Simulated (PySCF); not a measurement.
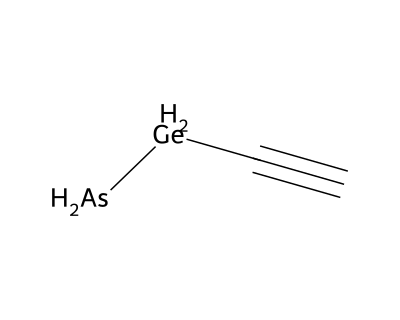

Simulated data, not a measurement (program: PySCF).

2D structure.

Question: Give its SMILES.

Answer: C#[C][GeH2][AsH2]

Question: What is the molecular formula?

Answer: C2H5AsGe.
